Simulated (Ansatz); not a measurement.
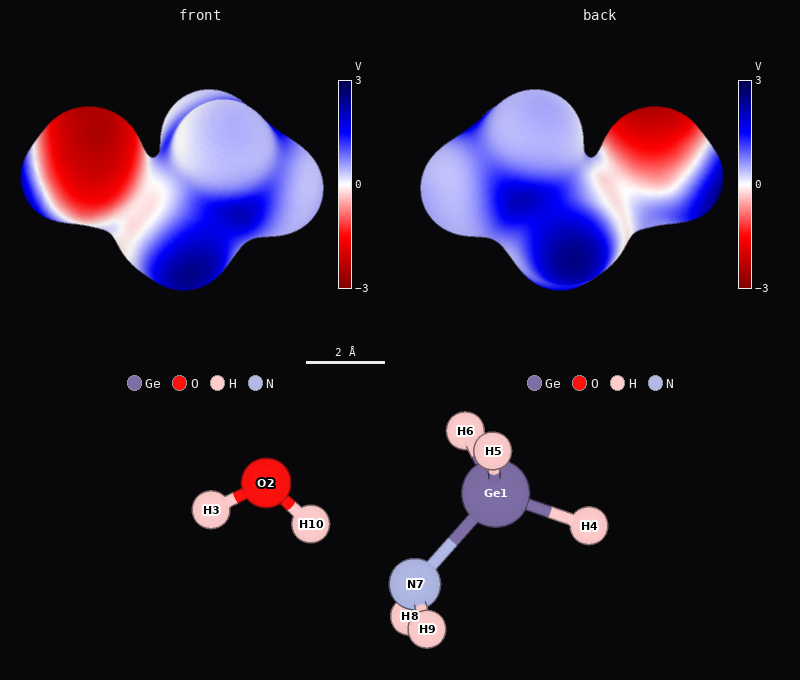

The picture shows: GeH5N···H2O. The electrostatic potential painted on the density surface at 0.004 e/bohr³, seen from the front and from behind; red is negative and blue positive. The bare structure is drawn below in the same view.

These are results of Ansatz 0.2.0, RKS PBE0-D4/def2-SVPD, not measurements.

Input file:

```
crystal:
  periodic: [false, false, false]
  atoms:
    - { symbol: Ge, position_ang: [0.446665, -0.377033, -0.410603] }
    - { symbol: O, position_ang: [-0.776641, -0.157781, 2.294814] }
    - { symbol: H, position_ang: [-1.275037, -0.235227, 3.109043] }
    - { symbol: H, position_ang: [1.146773, -0.352526, -1.793253] }
    - { symbol: H, position_ang: [0.548617, 1.005582, 0.229323] }
    - { symbol: H, position_ang: [-0.992062, -0.873388, -0.573635] }
    - { symbol: "N", position_ang: [1.307964, -1.605363, 0.744111] }
    - { symbol: H, position_ang: [1.13518, -2.572136, 0.48601] }
    - { symbol: H, position_ang: [2.313394, -1.47424, 0.797101] }
    - { symbol: H, position_ang: [-0.042054, -0.807988, 2.361689] }
basis:
  gaussian: { orbitals: def2-SVPD }
hamiltonian:
  xc: pbe0
  dispersion: d4
relax:
  f_tol: 0.03
  max_steps: 50
output:
  orbitals: {}
```

Launched as:

```sh
ansatz run input.yaml --threads 4 --pin off --max-ram 5120MiB --backend cpu --events-out ev --progress --plain --runs-dir out
```

The fields are those of the run's last geometry, not of the input's.

**Describe the electrostatic potential map.**

The most negative region (about −2.4 V) lies over O2, the most positive (about +2.5 V) over H3, H8 and H9. O2 is the likeliest acceptor of a hydrogen bond.
